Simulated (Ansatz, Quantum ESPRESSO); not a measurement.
# Ti2NF2 MXene, 1 layer: capacitance across a vacuum gap, part 2 of 5

How does the Fermi level of Ti2NF2 MXene, 1 layer move as charge is added against a counter-electrode?

Quantum ESPRESSO 7.5; plane-wave DFT, LDA, GBRV ultrasoft pseudopotentials; geometry by Ansatz 0.2.0 with PAW datasets.

So far: Starting point; Geometry from Ansatz.

### 3. Ground state: charge -0.0238 e

ESM with bc3 puts vacuum below and a metal electrode at the cell's upper end, z = c/2, which holds the counter charge and sets the zero of potential. tot_charge counts missing electrons, so a negative value adds electrons. The energies and forces that the log prints for charged cells are not used here.

Level of this step: plane-wave DFT, LDA, GBRV ultrasoft pseudopotentials (Quantum ESPRESSO 7.5).

q0.in reads:

```
&control
  prefix = 'q0'
  outdir = './out'
  pseudo_dir = './pseudo'
  calculation = 'scf'
  tprnfor = .true.
/
&system
  ibrav = 0
  nat = 5
  ntyp = 3
  ecutwfc = 40
  ecutrho = 200
  occupations = 'smearing'
  smearing = 'fd'
  degauss = 0.004
  assume_isolated = 'esm'
  esm_bc = 'bc3'
  tot_charge = -0.0238
/
&electrons
  conv_thr = 1e-08
  mixing_beta = 0.4
  electron_maxstep = 120
  mixing_mode = 'local-TF'
/
ATOMIC_SPECIES
  F   18.9984  f_lda_v1.4.uspp.F.UPF
  Ti  47.8670  ti_lda_v1.4.uspp.F.UPF
  N   14.0070  n_lda_v1.2.uspp.F.UPF
CELL_PARAMETERS angstrom
  3.05869780066966 0.00000000000000 0.00000000000000
  -1.52934890033483 2.64890999787952 -0.00000000000000
  0.00000000000000 -0.00000000000000 20.37238627110000
ATOMIC_POSITIONS crystal
  F   0.333333333333 0.666666666667 -0.064564680053
  Ti  0.666666666667 0.333333333333 -0.003341928894
  N   -0.000000000000 -0.000000000000 0.049086047237
  Ti  0.333333333333 0.666666666667 0.101514023077
  F   0.666666666667 0.333333333333 0.162736782888
K_POINTS automatic
  24 24 1 0 0 0
```

Run with:

```bash
OMP_NUM_THREADS=1 mpirun -n 4 pw.x -nk 4 -in q0.in > q0.out
```

Log:

```text
Program PWSCF v.7.5 starts
[citation notice left out]

     Parallel version (MPI & OpenMP), running on       4 processor cores
     Number of MPI processes:                 4
     Threads/MPI process:                     1

     MPI processes distributed on     1 nodes
[...]
Current dimensions of program PWSCF are:
     Max number of different atomic species (ntypx) = 10
     Max number of k-points (npk) =  40000
     Max angular momentum in pseudopotentials (lmaxx) =  4
     Message from routine setup:
     using ibrav=0 with symmetry is DISCOURAGED, use correct ibrav instead

     K-points division:     npool     =       4
     Subspace diagonalization in iterative solution of the eigenvalue problem:
     a serial algorithm will be used

     G-vector sticks info
     --------------------
     sticks:   dense  smooth     PW     G-vecs:    dense   smooth      PW
     Sum         451     367    121                53051    38069    6675

     Using Slab Decomposition

     bravais-lattice index     =            0
     lattice parameter (alat)  =       5.7801  a.u.
     unit-cell volume          =    1113.8899 (a.u.)^3
     number of atoms/cell      =            5
     number of atomic types    =            3
     number of electrons       =        43.02
     number of Kohn-Sham states=           26
     kinetic-energy cutoff     =      40.0000  Ry
     charge density cutoff     =     200.0000  Ry
     scf convergence threshold =      1.0E-08
     mixing beta               =       0.4000
     number of iterations used =            8  local-TF  mixing
     Exchange-correlation= SLA  PZ   NOGX NOGC
                           (   1   1   0   0   0   0   0)

     Effective Screening Medium Method
     =================================
     Boundary Conditions: Vacuum-Slab-Metal
     total charge in unit cell        =  -0.0238
     grid points for fit at edges     =        4

     celldm(1)=   5.780101  celldm(2)=   0.000000  celldm(3)=   0.000000
     celldm(4)=   0.000000  celldm(5)=   0.000000  celldm(6)=   0.000000

     crystal axes: (cart. coord. in units of alat)
               a(1) = (   1.000000   0.000000   0.000000 )
               a(2) = (  -0.500000   0.866025  -0.000000 )
               a(3) = (   0.000000  -0.000000   6.660477 )

     reciprocal axes: (cart. coord. in units 2 pi/alat)
               b(1) = (  1.000000  0.577350  0.000000 )
               b(2) = ( -0.000000  1.154701  0.000000 )
               b(3) = ( -0.000000  0.000000  0.150139 )

     PseudoPot. # 1 for F  read from file:
     ./pseudo/f_lda_v1.4.uspp.F.UPF
     Pseudo is Ultrasoft, Zval =  7.0
     Generated by new atomic code, or converted to UPF format
     Using radial grid of  799 points,  4 beta functions with:
                l(1) =   0
                l(2) =   0
                l(3) =   1
                l(4) =   1
     Q(r) pseudized with  8 coefficients,  rinner =    0.950   0.950   0.950

     PseudoPot. # 2 for Ti read from file:
     ./pseudo/ti_lda_v1.4.uspp.F.UPF
     Pseudo is Ultrasoft + core correction, Zval = 12.0
     Generated by new atomic code, or converted to UPF format
     Using radial grid of  851 points,  6 beta functions with:
                l(1) =   0
                l(2) =   0
                l(3) =   1
                l(4) =   1
                l(5) =   2
                l(6) =   2
     Q(r) pseudized with  6 coefficients,  rinner =    1.000   1.000   1.000
                                                       1.000   1.000

     PseudoPot. # 3 for N  read from file:
     ./pseudo/n_lda_v1.2.uspp.F.UPF
     Pseudo is Ultrasoft + core correction, Zval =  5.0
     Generated by new atomic code, or converted to UPF format
     Using radial grid of  729 points,  4 beta functions with:
                l(1) =   0
                l(2) =   0
                l(3) =   1
                l(4) =   1
     Q(r) pseudized with  8 coefficients,  rinner =    0.900   0.900   0.900

     atomic species   valence    mass     pseudopotential
     F                 7.00    18.99840     F ( 1.00)
     Ti               12.00    47.86700     Ti( 1.00)
     N                 5.00    14.00700     N ( 1.00)

      6 Sym. Ops. (no inversion) found

   Cartesian axes

     site n.     atom                  positions (alat units)
         1        F      tau(   1) = (  -0.0000000   0.5773503  -0.4300316  )
         2        Ti     tau(   2) = (   0.5000000   0.2886751  -0.0222588  )
         3        N      tau(   3) = (   0.0000000  -0.0000000   0.3269365  )
         4        Ti     tau(   4) = (  -0.0000000   0.5773503   0.6761318  )
         5        F      tau(   5) = (   0.5000000   0.2886751   1.0839046  )

     number of k points=    61  Fermi-Dirac smearing, width (Ry)=  0.0040
                       cart. coord. in units 2pi/alat
        k(    1) = (   0.0000000   0.0000000   0.0000000), wk =   0.0034722
        k(    2) = (   0.0000000   0.0481125   0.0000000), wk =   0.0208333
        k(    3) = (   0.0000000   0.0962250   0.0000000), wk =   0.0208333
        k(    4) = (   0.0000000   0.1443376   0.0000000), wk =   0.0208333
        k(    5) = (   0.0000000   0.1924501   0.0000000), wk =   0.0208333
        k(    6) = (   0.0000000   0.2405626   0.0000000), wk =   0.0208333
        k(    7) = (   0.0000000   0.2886751   0.0000000), wk =   0.0208333
        k(    8) = (   0.0000000   0.3367877   0.0000000), wk =   0.0208333
        k(    9) = (   0.0000000   0.3849002   0.0000000), wk =   0.0208333
        k(   10) = (   0.0000000   0.4330127   0.0000000), wk =   0.0208333
[...]
k(   61) = (   0.3333333   0.5773503   0.0000000), wk =   0.0069444

     Dense  grid:    53051 G-vectors     FFT dimensions: (  25,  25, 180)

     Smooth grid:    38069 G-vectors     FFT dimensions: (  24,  24, 160)

     Estimated max dynamical RAM per process >     111.63 MB

     Estimated total dynamical RAM >     407.66 MB

     Check: negative core charge=   -0.000002

     Initial potential from superposition of free atoms

     starting charge      40.9999, renormalised to      43.0238

     negative rho (up, down):  3.338E-03 0.000E+00
     Starting wfcs are   32 randomized atomic wfcs

     total cpu time spent up to now is        1.5 secs

     per-process dynamical memory:    71.8 Mb

     Self-consistent Calculation

     iteration #  1     ecut=    40.00 Ry     beta= 0.40
     Davidson diagonalization with overlap
     ethr =  1.00E-02,  avg # of iterations =  4.0

     negative rho (up, down):  1.531E-03 0.000E+00

[...]
negative rho (up, down):  2.862E-06 0.000E+00

[...]
total energy              =    -356.41260199 Ry
     estimated scf accuracy    <       0.08443279 Ry

     iteration #  9     ecut=    40.00 Ry     beta= 0.40
[...]
negative rho (up, down):  1.577E-06 0.000E+00

[...]
total energy              =    -356.38882044 Ry
     estimated scf accuracy    <       0.07174782 Ry

     iteration # 10     ecut=    40.00 Ry     beta= 0.40
[...]
negative rho (up, down):  7.317E-05 0.000E+00

[...]
total energy              =    -356.38363412 Ry
     estimated scf accuracy    <       0.01720343 Ry

     iteration # 11     ecut=    40.00 Ry     beta= 0.40
[...]
negative rho (up, down):  1.112E-06 0.000E+00

[...]
total energy              =    -356.37244291 Ry
     estimated scf accuracy    <       0.14545768 Ry

     iteration # 12     ecut=    40.00 Ry     beta= 0.40
[...]
negative rho (up, down):  5.772E-05 0.000E+00

[...]
total energy              =    -356.39597415 Ry
     estimated scf accuracy    <       0.00430695 Ry

     iteration # 13     ecut=    40.00 Ry     beta= 0.40
[...]
c_bands:  1 eigenvalues not converged
     c_bands:  1 eigenvalues not converged
     c_bands:  1 eigenvalues not converged
     c_bands:  1 eigenvalues not converged
     c_bands:  1 eigenvalues not converged
     c_bands:  2 eigenvalues not converged
[...]
negative rho (up, down):  7.863E-03 0.000E+00

[...]
total energy              =    -356.39609876 Ry
     estimated scf accuracy    <       0.00375681 Ry

     iteration # 14     ecut=    40.00 Ry     beta= 0.40
[...]
c_bands:  1 eigenvalues not converged
[...]
negative rho (up, down):  6.347E-03 0.000E+00

[...]
total energy              =    -356.39198918 Ry
     estimated scf accuracy    <       0.03945103 Ry

[...]
iteration # 32     ecut=    40.00 Ry     beta= 0.40
[...]
negative rho (up, down):  3.181E-03 0.000E+00

[...]
total energy              =    -356.39157991 Ry
     estimated scf accuracy    <       0.00000421 Ry

     iteration # 33     ecut=    40.00 Ry     beta= 0.40
[...]
negative rho (up, down):  3.191E-03 0.000E+00

[...]
total energy              =    -356.39157771 Ry
     estimated scf accuracy    <       0.00000190 Ry

     iteration # 34     ecut=    40.00 Ry     beta= 0.40
[...]
negative rho (up, down):  3.252E-03 0.000E+00

[...]
total energy              =    -356.39157940 Ry
     estimated scf accuracy    <       0.00000018 Ry

     iteration # 35     ecut=    40.00 Ry     beta= 0.40
[...]
c_bands:  1 eigenvalues not converged
     c_bands:  2 eigenvalues not converged
     c_bands:  5 eigenvalues not converged
     c_bands:  1 eigenvalues not converged
[...]
negative rho (up, down):  3.267E-03 0.000E+00

[...]
total energy              =    -356.39158320 Ry
     estimated scf accuracy    <       0.00000149 Ry

     iteration # 36     ecut=    40.00 Ry     beta= 0.40
[...]
c_bands:  1 eigenvalues not converged
[...]
negative rho (up, down):  3.268E-03 0.000E+00

[...]
total energy              =    -356.39158018 Ry
     estimated scf accuracy    <       0.00000034 Ry

     iteration # 37     ecut=    40.00 Ry     beta= 0.40
[...]
negative rho (up, down):  3.263E-03 0.000E+00

[...]
total energy              =    -356.39157206 Ry
     estimated scf accuracy    <       0.00000002 Ry

     iteration # 38     ecut=    40.00 Ry     beta= 0.40
[...]
negative rho (up, down):  3.264E-03 0.000E+00

[...]
total energy              =    -356.39157311 Ry
     estimated scf accuracy    <       0.00000002 Ry

     iteration # 39     ecut=    40.00 Ry     beta= 0.40
[...]
negative rho (up, down):  3.266E-03 0.000E+00

[...]
End of self-consistent calculation

          k = 0.0000 0.0000 0.0000 (  4751 PWs)   bands (ev):

   -58.6327 -58.5073 -35.5909 -35.0462 -35.0137 -35.0137 -34.9273 -34.9273
   -26.5066 -26.3248 -17.3610  -9.6656  -8.4320  -8.4320  -8.4002  -8.0164
    -8.0164  -6.4722  -6.1505  -6.1505  -1.9587  -1.9587  -1.1988  -0.0326
    -0.0001   0.0018

          k = 0.0000 0.0481 0.0000 (  4726 PWs)   bands (ev):

   -58.6313 -58.5068 -35.5877 -35.0648 -35.0168 -35.0037 -34.9348 -34.9275
   -26.5026 -26.3211 -17.3518  -9.6409  -8.5580  -8.4262  -8.2828  -8.0532
    -8.0187  -6.4596  -6.2034  -6.1657  -1.9908  -1.9289  -1.1999  -0.0410
     0.0034   0.1009

          k = 0.0000 0.0962 0.0000 (  4724 PWs)   bands (ev):

   -58.6270 -58.5054 -35.5783 -35.1019 -35.0256 -34.9928 -34.9552 -34.9283
   -26.4910 -26.3105 -17.3246  -9.5688  -8.6894  -8.4099  -8.2143  -8.1211
    -8.0256  -6.4324  -6.3461  -6.2083  -2.0851  -1.8417  -1.1966  -0.1192
     0.0259   0.0755

          k = 0.0000 0.1443 0.0000 (  4726 PWs)   bands (ev):

   -58.6202 -58.5032 -35.5636 -35.1495 -35.0389 -35.0005 -34.9731 -34.9301
   -26.4732 -26.2938 -17.2810  -9.4559  -8.7994  -8.3867  -8.3336  -8.0980
    -8.0371  -6.5430  -6.4045  -6.2694  -2.2341  -1.7035  -1.1768  -0.1767
     0.0395   0.0476

          k = 0.0000 0.1925 0.0000 (  4738 PWs)   bands (ev):

   -58.6112 -58.5005 -35.5454 -35.2053 -35.0555 -35.0384 -34.9729 -34.9332
   -26.4508 -26.2725 -17.2235  -9.3156  -8.8785  -8.4979  -8.3617  -8.1325
    -8.0527  -6.7304  -6.3998  -6.3375  -2.4236  -1.5229  -1.1318  -0.1938
     0.0346   0.0852

          k = 0.0000 0.2406 0.0000 (  4744 PWs)   bands (ev):

   -58.6005 -58.4977 -35.5262 -35.2665 -35.0829 -35.0739 -34.9729 -34.9377
   -26.4259 -26.2485 -17.1551  -9.1768  -8.9180  -8.6515  -8.3406  -8.2672
    -8.0716  -6.8720  -6.4169  -6.4010  -2.6346  -1.3100  -1.0567  -0.1553
     0.0406   0.1490

[...]
the Fermi energy is    -1.2898 ev

!    total energy              =    -356.39157529 Ry
     estimated scf accuracy    <          2.1E-09 Ry
     smearing contrib. (-TS)   =      -0.00122302 Ry
     internal energy E=F+TS    =    -356.39035228 Ry

     The total energy is F=E-TS. E is the sum of the following terms:
     one-electron contribution =  -25209.35227038 Ry
     hartree contribution      =   12604.84323899 Ry
     xc contribution           =     -59.62755112 Ry
     ewald contribution        =   12307.74623023 Ry

     convergence has been achieved in  39 iterations

     negative rho (up, down):  3.266E-03 0.000E+00

     Forces acting on atoms (cartesian axes, Ry/au):

     atom    1 type  1   force =     0.00000000   -0.00000000    0.02619814
     atom    2 type  2   force =     0.00000000    0.00000000    0.00440642
     atom    3 type  3   force =    -0.00000000   -0.00000000    0.00066843
     atom    4 type  2   force =     0.00000000    0.00000000   -0.01206479
     atom    5 type  1   force =     0.00000000    0.00000000   -0.01886498

     Total force =     0.034751     Total SCF correction =     0.000279

[...]
=------------------------------------------------------------------------------=
   JOB DONE.
=------------------------------------------------------------------------------=
[...]
```

The job ended after 2.3 min (4 MPI ranks of Arm Neoverse V2, shared host; peak memory 0.47 GiB; 9.1 min of CPU time).

Numbers from this step:

```
Fermi energy                                                   : -1.290 eV
vacuum line at the lower end of the cell, over the Fermi level : 4.871 eV
slope of the potential above                                   : -0.5311 eV/Å
vacuum line at the upper end of the cell, over the Fermi level : 1.290 eV
```

The potential energy, planar mean oscillates, so the rows of the table below give means over windows of 2 Å about each position, cut where the curve ends. Its maxima inside the range that stand out by 2 % of the span (Å: eV): -0.9: -6.29, 0.6: -10.5, 1.4: -10.4, 2.9: -6.51, 4.6: 4.11. Its minima: -1.2: -7.69, -0.1: -18.8, 1.0: -12.8, 2.0: -18.8, 3.2: -7.78.

Electrostatic potential energy of an electron; zero at the Fermi level. Table of potential energy, planar mean by z; means over each step:

| z (Å) | potential energy, planar mean (eV) |
| --- | --- |
| -10 | 4.87 |
| -8 | 4.87 |
| -6 | 4.87 |
| -4 | 4.87 |
| -2 | 0.475 |
| 0 | -12.8 |
| 2 | -12.8 |
| 4 | 0.0661 |
| 6 | 3.51 |
| 8 | 2.45 |
| 10 | 1.64 |

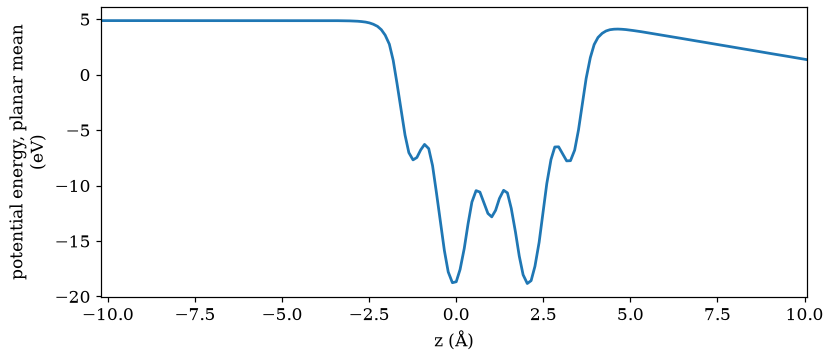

Potential energy, planar mean against z.

The program's own clock; routines nest. Time by routine:

| routine | wall time (s) | calls |
| --- | --- | --- |
| PWSCF | 136.7 | 1 |
| electrons | 134.8 | 1 |
| c_bands | 110.6 | 39 |
| cegterg | 99.83 | 624 |
| h_psi | 70.75 | 4574 |
| fftw | 61.74 | 116720 |
| vloc_psi | 59 | 4574 |
| sum_band | 14.1 | 39 |
| mix_rho | 7.95 | 39 |
| calbec | 7.4 | 5262 |
| add_vuspsi | 5.86 | 4574 |
| s_psi | 5.74 | 4574 |
| h_psi:calbec | 5.62 | 4574 |
| ffts | 4.7 | 4747 |

The run needed 39 iterations to bring the estimated error under 1e-08 Ry.

Inside the slab this potential holds the local part of the pseudopotentials, which can be repulsive at the nuclei; only its value in the vacuum has a meaning of its own.

Gauss's law asks for a slope of 180.95 q/A = -0.532 eV/Å in the gap; the run gives -0.531.

### 4. Ground state: charge -0.0119 e

The charge is stepped; where the run before has converged, its density is the start.

q1.in is the input of step 3 with these lines changed:

```diff
@@ -1,3 +1,3 @@
 &control
-  prefix = 'q0'
+  prefix = 'q1'
   outdir = './out'
@@ -18,3 +18,3 @@
   esm_bc = 'bc3'
-  tot_charge = -0.0238
+  tot_charge = -0.0119
 /
@@ -25,2 +25,3 @@
   mixing_mode = 'local-TF'
+  startingpot = 'file'
 /
```

Run with:

```bash
cp -r out/q0.save out/q1.save
OMP_NUM_THREADS=1 mpirun -n 4 pw.x -nk 4 -in q1.in > q1.out
```

Log:

```text
[banner, memory and clock lines left out]
Program PWSCF v.7.5 starts
[...]
Message from routine setup:
[...]
number of electrons       =        43.01
     number of Kohn-Sham states=           26
     kinetic-energy cutoff     =      40.0000  Ry
     charge density cutoff     =     200.0000  Ry
[...]
number of k points=    61  Fermi-Dirac smearing, width (Ry)=  0.0040
[...]
Dense  grid:    53051 G-vectors     FFT dimensions: (  25,  25, 180)
[...]
The initial density is read from file :
[...]
negative rho (up, down):  3.265E-03 0.000E+00
     Starting wfcs are   32 randomized atomic wfcs
[...]
negative rho (up, down):  3.170E-03 0.000E+00
[...]
estimated scf accuracy    <       0.04591030 Ry
[...]
negative rho (up, down):  3.079E-03 0.000E+00
[...]
estimated scf accuracy    <       0.00273945 Ry
[...]
negative rho (up, down):  2.949E-03 0.000E+00
[...]
estimated scf accuracy    <       0.00125719 Ry
[...]
negative rho (up, down):  2.860E-03 0.000E+00
[...]
estimated scf accuracy    <       0.01456631 Ry
[...]
negative rho (up, down):  2.877E-03 0.000E+00
[...]
estimated scf accuracy    <       0.00019146 Ry
[...]
negative rho (up, down):  2.871E-03 0.000E+00
[...]
estimated scf accuracy    <       0.00071077 Ry
[...]
negative rho (up, down):  2.891E-03 0.000E+00
[...]
estimated scf accuracy    <       0.00017559 Ry
[...]
negative rho (up, down):  2.992E-03 0.000E+00
[...]
estimated scf accuracy    <       0.00002103 Ry
[...]
negative rho (up, down):  2.986E-03 0.000E+00
[...]
estimated scf accuracy    <       0.00004212 Ry
[...]
negative rho (up, down):  3.080E-03 0.000E+00
[...]
estimated scf accuracy    <       0.00001997 Ry
[...]
negative rho (up, down):  3.079E-03 0.000E+00
[...]
estimated scf accuracy    <       0.00001640 Ry
[...]
negative rho (up, down):  3.102E-03 0.000E+00
[...]
estimated scf accuracy    <       0.00000370 Ry
[...]
negative rho (up, down):  3.164E-03 0.000E+00
[...]
estimated scf accuracy    <       0.00000216 Ry
[...]
negative rho (up, down):  3.214E-03 0.000E+00
[...]
estimated scf accuracy    <       0.00000360 Ry
[...]
negative rho (up, down):  3.222E-03 0.000E+00
[...]
estimated scf accuracy    <       0.00000214 Ry
[...]
negative rho (up, down):  3.237E-03 0.000E+00
[...]
estimated scf accuracy    <       0.00000013 Ry
[...]
negative rho (up, down):  3.235E-03 0.000E+00
[...]
estimated scf accuracy    <       0.00000026 Ry
[...]
negative rho (up, down):  3.235E-03 0.000E+00
[...]
estimated scf accuracy    <       0.00000026 Ry
[...]
negative rho (up, down):  3.258E-03 0.000E+00
[...]
estimated scf accuracy    <       0.00000008 Ry
[...]
negative rho (up, down):  3.281E-03 0.000E+00
[...]
estimated scf accuracy    <       0.00000011 Ry
[...]
negative rho (up, down):  3.286E-03 0.000E+00
[...]
the Fermi energy is    -3.0795 ev
!    total energy              =    -356.38966828 Ry
     estimated scf accuracy    <          8.8E-09 Ry
     smearing contrib. (-TS)   =      -0.00120286 Ry
     internal energy E=F+TS    =    -356.38846541 Ry
[...]
one-electron contribution =  -25203.75879486 Ry
     hartree contribution      =   12599.24067125 Ry
     xc contribution           =     -59.61657204 Ry
     ewald contribution        =   12307.74623023 Ry
     convergence has been achieved in  21 iterations
     negative rho (up, down):  3.286E-03 0.000E+00
[...]
Total force =     0.035495     Total SCF correction =     0.000497
[...]
```

Elapsed: 89 s, on 4 MPI ranks; peak memory 0.6 GiB; 5.9 min of CPU time.

Numbers from this step:

- Fermi energy: -3.079 eV
- vacuum line at the lower end of the cell, over the Fermi level: 4.875 eV
- slope of the potential above: -0.2656 eV/Å
- vacuum line at the upper end of the cell, over the Fermi level: 3.079 eV

The electrode's potential over the Fermi level goes from 1.290 to 3.079 eV, the far face's from 4.871 to 4.875 eV.

[end of part 2 of 5]

[Logs are printed without paths, hosts, clocks, repeated set-up lines and the standing remarks that a program may print on its own settings, such as how far it seeks lower states.]

[Hosts, paths, dates, database ids (printed as entryN), source tags and the programs' standing remarks are cut or masked in the printed files.]

[Maps of the electrostatic potential energy from Ansatz leave out the sawtooth potential of an applied field or a dipole correction, so their vacuum need not be flat; planar profiles and work functions include it.]
